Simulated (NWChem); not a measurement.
# InSiH5 (SMILES [SiH3][InH2]) at r2SCAN/DGauss-DZVP

Aim: the vertical ionisation energy of InSiH5 at r2SCAN/DGauss-DZVP, from 2 runs. 

The results are computed with NWChem 7.3.0.

1 further run of the same task is left out (it didn't finish).

### 1 The system as given

InSiH5: 7 atoms, total charge 0, spin state singlet. As SMILES, `[SiH3][InH2]`. The shape is that of a PBE0-D4/def2-TZVP optimisation.

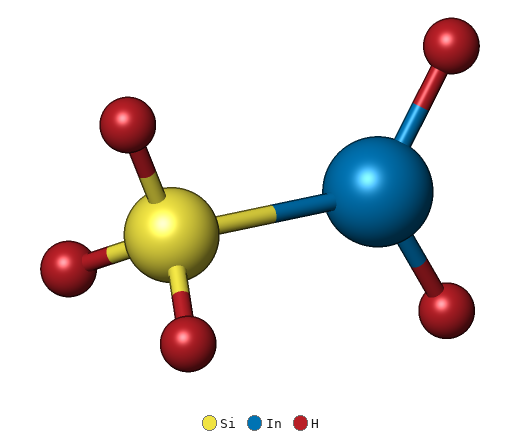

The structure, seen from a chosen angle (silicon yellow, indium blue, hydrogen red).

### 2 A single-point energy at r2SCAN/DGauss-DZVP

Contents of mol.nw:

```
START mol
TITLE "H5InSi"
memory stack 880 mb heap 220 mb global 1100 mb
charge 0
GEOMETRY units angstroms noautosym nocenter noautoz
  Si    -0.667100    -0.641500    -0.642100
  In     0.830800     0.837600     0.840500
  H     -2.119900    -0.371100    -0.463600
  H     -0.432000    -2.083300    -0.345900
  H     -0.338000    -0.425500    -2.080000
  H      0.179100     2.062100     1.872000
  H      2.547100     0.621800     0.819100
END
BASIS "ao basis" spherical bse
  * library DGauss-DZVP
END
DFT
  xc r2scan
  grid fine
  convergence energy 1e-08
  iterations 100
  mulliken
  noprint "final vectors analysis"
END
TASK dft energy
```

Launch:

```bash
$ nwchem mol.nw > mol.out
```

Standard output (excerpt; [...] marks lines left out):

```text
[...]
          Wavefunction type:  closed shell.
          No. of atoms     :     7
          No. of electrons :    68
[...]
          Charge           :     0
          Spin multiplicity:     1
[...]
          AO basis - number of functions:    64
[...]
              XC Information
              --------------
                      r^2SCAN Method XC Functional
               r^2SCAN metaGGA Exchange Functional  1.000
                     r^2SCAN Correlation Potential  1.000
[...]
 d= 0,ls=0.0,diis     1  -6034.2657493553 -6.25D+03  1.44D-02  1.39D-01     2.4
[...]
 d= 0,ls=0.0,diis     7  -6034.2869932224 -3.62D-09  1.09D-06  5.24D-10    11.2
         Total DFT energy =    -6034.286993222439
      One electron energy =    -8749.348576984197
           Coulomb energy =     2679.569732543512
    Exchange-Corr. energy =     -178.696273050263
 Nuclear repulsion energy =      214.188124268509
[...]
      Total Density - Mulliken Population Analysis
     ---------------------------------------------
    Atom       Charge   Shell Charges
 -----------   ------   -------------------------------------------------------
    1 Si  14    13.94   2.00  2.00  0.87  0.45  5.99  2.27  0.26  0.10
    2 In  49    48.96   2.00  2.00  2.00  2.00  0.91  0.31  6.00  5.99  6.01  1.61  0.04 10.00  9.92  0.18
    3 H    1     1.02   0.55  0.47
    4 H    1     1.02   0.55  0.47
    5 H    1     1.02   0.55  0.47
    6 H    1     1.01   0.52  0.49
    7 H    1     1.01   0.52  0.49
[...]
```

It took 12 s on 1 thread of AMD EPYC 9R14 (Zen 4), shared host; peak memory 0.12 GiB.

### 3 The doublet cation at the same level

Contents of geom.nw:

```
start geom
title "H5InSi"
memory 2200 mb
charge 1
geometry units bohr noautosym nocenter noautoz
   Si    -1.26063630    -1.21225931    -1.21339314
   In     1.56998446     1.58283460     1.58831481
   H     -4.00603041    -0.70127736    -0.87607703
   H     -0.81636169    -3.93686644    -0.65365627
   H     -0.63872743    -0.80407847    -3.93063034
   H      0.33844995     3.89680424     3.53756731
   H      4.81332141     1.17503170     1.54787467
end
basis spherical bse
   Si library DGauss-DZVP
   In library DGauss-DZVP
   H library DGauss-DZVP
end
dft
   xc r2scan
   mult 2
   grid fine
   convergence energy 1e-08
   maxiter 100
   mulliken
   noprint "final vectors analysis"
end
task dft energy
```

Launch:

```bash
$ nwchem geom.nw > geom.out
```

Standard output (excerpt; [...] marks lines left out):

```text
[...]
          Wavefunction type:  spin polarized.
          No. of atoms     :     7
          No. of electrons :    67
[...]
          Charge           :     1
          Spin multiplicity:     2
[...]
          AO basis - number of functions:    64
[...]
              XC Information
              --------------
                      r^2SCAN Method XC Functional
               r^2SCAN metaGGA Exchange Functional  1.000
                     r^2SCAN Correlation Potential  1.000
[...]
 d= 0,ls=0.0,diis     1  -6033.8552453439 -6.25D+03  1.33D-02  2.24D-01     2.8
[...]
 d= 0,ls=0.0,diis    10  -6033.9411962105 -4.89D-09  2.52D-06  1.65D-08    19.7
[...]
         Total DFT energy =    -6033.941196210495
      One electron energy =    -8733.070113375450
           Coulomb energy =     2663.354566850665
    Exchange-Corr. energy =     -178.413758608864
 Nuclear repulsion energy =      214.188108923154
[...]
      Total Density - Mulliken Population Analysis
     ---------------------------------------------
    Atom       Charge   Shell Charges
 -----------   ------   -------------------------------------------------------
    1 Si  14    13.73   2.00  2.00  0.95  0.41  5.99  2.22  0.07  0.11
    2 In  49    48.72   2.00  2.00  2.00  2.00  1.02  0.23  6.00  5.99  6.01  1.40 -0.04 10.00  9.92  0.18
    3 H    1     0.93   0.54  0.40
    4 H    1     0.93   0.53  0.40
    5 H    1     0.93   0.53  0.40
    6 H    1     0.88   0.50  0.38
    7 H    1     0.88   0.50  0.38
[...]
      <S2> =      0.7551 (Exact =     0.7500)
[...]
```

Wall time 20 s (1 thread of AMD EPYC 9R14 (Zen 4), shared host); peak memory 0.12 GiB.

### 4 Outcome

Level: r2SCAN/DGauss-DZVP.

```
                                          quantity           value
                      singlet InSiH5: total energy  -6034.28699 Eh
                     singlet InSiH5: dipole moment          0.06 D
                      doublet cation: total energy  -6033.94120 Eh
                              doublet cation: ⟨S²⟩           0.755
vertical ionisation energy (to the doublet cation)        9.410 eV
```

What this shows: Removing an electron at fixed nuclei costs 9.41 eV (217 kcal/mol).
